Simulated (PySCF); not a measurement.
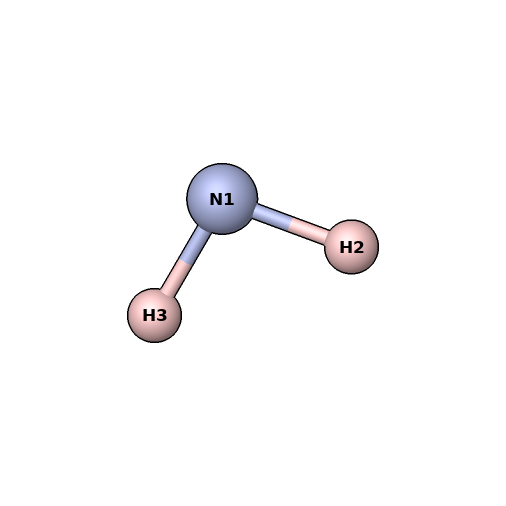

The species has charge −1 and is a spin singlet. Computed geometry: GFN2-xTB optimisation. No frequency run is at hand to confirm it as a minimum. Method: B3LYP/pcJ-1 indirect spin-spin coupling, non-relativistic, gas phase (PySCF 2.14.0). Isotopes: 1H, 15N.

Give the spin–spin coupling constants of these pairs, with the number of bonds between them: N1/H2, N1/H3, H2/H3.

```
  pair  bonds apart  J (Hz)
N1, H2            1   −33.1
N1, H3            1   −33.1
H2, H3            2    −5.7
```
